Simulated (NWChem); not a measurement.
# C2F2N2Sn (SMILES N#[C][Sn]([F])([F])[C]#N) at 3 levels

Aim: a comparison of 3 runs (HF/STO-3G, HF/3-21G, PBE/def2-SVPD) of C2F2N2Sn. 

Program for the calculation: NWChem 7.3.0.

## 1. The molecule

C2F2N2Sn: 7 atoms, total charge 0, spin state singlet. As SMILES, `N#[C][Sn]([F])([F])[C]#N`. The shape is that of a PBE0-D4/def2-TZVP optimisation.

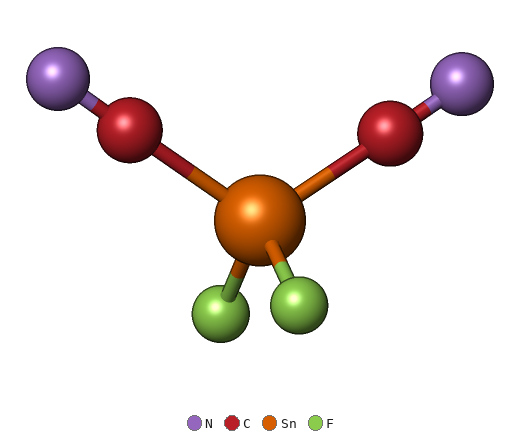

The structure, seen from a chosen angle (nitrogen purple, carbon red, tin orange, fluorine green).

## 2. Energy and forces at HF/STO-3G (run 1)

File job.nw:

```
start job
memory 2200 mb
charge 0
geometry units angstrom noautosym nocenter noautoz
N       -1.459300       0.451200       2.543100
C       -0.880800       0.446600       1.548200
Sn       0.160900       0.404500      -0.239700
F       -0.794800       1.391800      -1.525400
F        1.806300       1.287600      -0.006800
C        0.518800      -1.493800      -0.982900
N        0.710100      -2.555900      -1.382300
end
basis spherical bse
* library STO-3G
end
scf
thresh 1e-08
maxiter 80
noprint "final vectors analysis"
end
task scf gradient
```

Started as:

```console
nwchem job.nw > job.out
```

The log of the run:

```text
[...]
  functions       =    57
[...]
  wavefunction    = RHF
[...]
         Total SCF energy =  -6341.697196275765
      One-electron energy = -10087.901717499733
      Two-electron energy =   3084.585374351412
 Nuclear repulsion energy =    661.619146872556
        Time for solution =     10.0s
[...]
                         RHF ENERGY GRADIENTS
    atom               coordinates                        gradient
                 x          y          z           x          y          z
   1 N      -2.757677   0.852644   4.805762    0.008247  -0.001439  -0.014189
   2 C      -1.664471   0.843952   2.925674   -0.016262   0.006161   0.028203
   3 Sn      0.304057   0.764394  -0.452967    0.000571   0.001592  -0.000876
   4 F      -1.501954   2.630121  -2.882588   -0.001798   0.003551  -0.003720
   5 F       3.413412   2.433211  -0.012850    0.004362   0.003325  -0.000135
   6 C       0.980390  -2.822873  -1.857412    0.008311  -0.028275  -0.016206
   7 N       1.341894  -4.829951  -2.612168   -0.003430   0.015085   0.006923
[...]
```

Run time: 14 s. Hardware: 1 thread of Intel Xeon Platinum 8488C (Sapphire Rapids), shared host; peak memory 0.1 GiB.

## 3. Energy and gradient at HF/3-21G (run 2)

File run.xyz:

```xyz
7

N     -1.459300     0.451200     2.543100
C     -0.880800     0.446600     1.548200
Sn     0.160900     0.404500    -0.239700
F     -0.794800     1.391800    -1.525400
F      1.806300     1.287600    -0.006800
C      0.518800    -1.493800    -0.982900
N      0.710100    -2.555900    -1.382300
```

File run.nw:

```
echo
START run
memory 2200 mb

GEOMETRY noautosym nocenter noautoz
  load run.xyz
END

BASIS "ao basis" spherical bse
  * library 3-21G
END

SCF
  thresh 1e-08
  maxiter 80
  noprint "final vectors analysis"
END

TASK scf gradient
```

Started as:

```console
nwchem run.nw > run.out
```

The log of the run:

```text
[...]
  functions       =    85
[...]
  wavefunction    = RHF
[...]
         Total SCF energy =  -6377.770407402570
      One-electron energy = -10112.701310465931
      Two-electron energy =   3073.311756190804
 Nuclear repulsion energy =    661.619146872557
        Time for solution =      9.8s
[...]
                         RHF ENERGY GRADIENTS
    atom               coordinates                        gradient
                 x          y          z           x          y          z
   1 N      -2.757677   0.852644   4.805762   -0.011753  -0.000632   0.020275
   2 C      -1.664471   0.843952   2.925674    0.013221   0.003445  -0.022652
   3 Sn      0.304057   0.764394  -0.452967   -0.005405  -0.014602   0.008249
   4 F      -1.501954   2.630121  -2.882588   -0.006918   0.004426  -0.007225
   5 F       3.413412   2.433211  -0.012850    0.009980   0.003774   0.002626
   6 C       0.980390  -2.822873  -1.857412   -0.002651   0.025111   0.006182
   7 N       1.341894  -4.829951  -2.612168    0.003526  -0.021522  -0.007456
[...]
```

It took 14 s on 1 thread of Intel Xeon Platinum 8488C (Sapphire Rapids), shared host; peak memory 0.1 GiB.

## 4. Energy and forces at PBE/def2-SVPD (core potential) (run 3)

File c2f2n2sn.nw:

```
start c2f2n2sn
memory 2200 mb
geometry units angstroms noautosym nocenter noautoz
  N    -1.459300    0.451200    2.543100
  C    -0.880800    0.446600    1.548200
  Sn    0.160900    0.404500   -0.239700
  F    -0.794800    1.391800   -1.525400
  F     1.806300    1.287600   -0.006800
  C     0.518800   -1.493800   -0.982900
  N     0.710100   -2.555900   -1.382300
end
basis spherical bse
  N library def2-SVPD
  C library def2-SVPD
  Sn library def2-SVPD
  F library def2-SVPD
end
ecp bse
  Sn library def2-SVPD
end
dft
  xc xpbe96 cpbe96
  mult 1
  grid fine
  convergence energy 1e-08
  maxiter 100
  mulliken
end
task dft gradient
```

Started as:

```console
nwchem c2f2n2sn.nw > c2f2n2sn.out
```

The log of the run:

```text
[...]
          Wavefunction type:  closed shell.
          No. of atoms     :     7
          No. of electrons :    66
[...]
          Charge           :     0
          Spin multiplicity:     1
[...]
          AO basis - number of functions:   158
[...]
              XC Information
              --------------
          PerdewBurkeErnzerhof Exchange Functional  1.000
            Perdew 1991 LDA Correlation Functional  1.000 local
           PerdewBurkeErnz. Correlation Functional  1.000 non-local
[...]
 d= 0,ls=0.0,diis     1   -598.7288610217 -9.68D+02  3.43D-02  2.14D+00     6.7
[...]
 d= 0,ls=0.0,diis    12   -599.0170315101 -2.40D-09  1.64D-07  9.31D-10    67.3
         Total DFT energy =     -599.017031510136
      One electron energy =    -1638.693572315862
           Coulomb energy =      733.186347699098
    Exchange-Corr. energy =      -63.082600425944
 Nuclear repulsion energy =      369.572793532571
[...]
      Total Density - Mulliken Population Analysis
     ---------------------------------------------
    Atom       Charge   Shell Charges
 -----------   ------   -------------------------------------------------------
    1 N    7     7.08   1.99  1.14  0.57  0.26  2.21  0.87  0.03  0.01
    2 C    6     5.81   1.98  1.00  0.29 -0.33  2.03  0.86  0.03 -0.06
    3 Sn  22    21.00   0.42  1.60  1.14 -0.17  0.15  2.76  3.25  1.28  0.17  9.72  0.60  0.07
    4 F    9     9.62   1.99  1.14  0.80  0.10  3.31  2.00  0.27  0.00  0.01
    5 F    9     9.61   1.99  1.14  0.80  0.10  3.31  2.00  0.27  0.00  0.01
    6 C    6     5.81   1.98  1.00  0.29 -0.33  2.03  0.86  0.03 -0.06
    7 N    7     7.08   1.99  1.14  0.57  0.26  2.21  0.87  0.03  0.01
[...]
  wavefunction    = closed shell
                         DFT ENERGY GRADIENTS
    atom               coordinates                        gradient
                 x          y          z           x          y          z
   1 N      -2.757677   0.852644   4.805762    0.024833  -0.000103  -0.042660
   2 C      -1.664471   0.843952   2.925674   -0.019966  -0.000248   0.034280
   3 Sn      0.304057   0.764394  -0.452967    0.008529   0.023237  -0.013060
   4 F      -1.501954   2.630121  -2.882588    0.016306  -0.016737   0.021850
   5 F       3.413412   2.433211  -0.012850   -0.027952  -0.014940  -0.004004
   6 C       0.980390  -2.822873  -1.857412    0.006457  -0.037156  -0.013581
   7 N       1.341894  -4.829951  -2.612168   -0.008208   0.045947   0.017176
[...]
```

Run time: 88 s. Hardware: 1 thread of Intel Xeon Platinum 8488C (Sapphire Rapids), shared host; peak memory 0.14 GiB.

## 5. The series

```tsv
run	level	iteration cap	module	energy (Eh)	dipole moment (D)	largest force (eV/Å)	wall time
1	HF/STO-3G	80	scf	-6341.697196	1.80	1.729	14 s
2	HF/3-21G	80	scf	-6377.770407	0.04	1.360	14 s
3	PBE/def2-SVPD (core potential)	100	dft	-599.017032	0.39	2.557	88 s
```

## 6. Summary of results

```
                       quantity          value
            run 3: total energy  -599.01703 Eh
           run 3: dipole moment         0.39 D
             run 3: HOMO energy       -9.55 eV
             run 3: LUMO energy       -3.78 eV
           run 3: HOMO–LUMO gap        5.77 eV
run 3: largest force on an atom     2.557 eV/Å
```

In words: The dipole moment (its size) runs from 0.04 D (HF/3-21G) to 1.80 D (HF/STO-3G). Some runs of one species differ in core potentials or relativity; totals across that change don't compare. In run 1 the basis is minimal, so the values are rough. In runs 1, 2 relativity is left out where basis or elements ask for it. All runs together took 1.9 min, the longest 88 s.
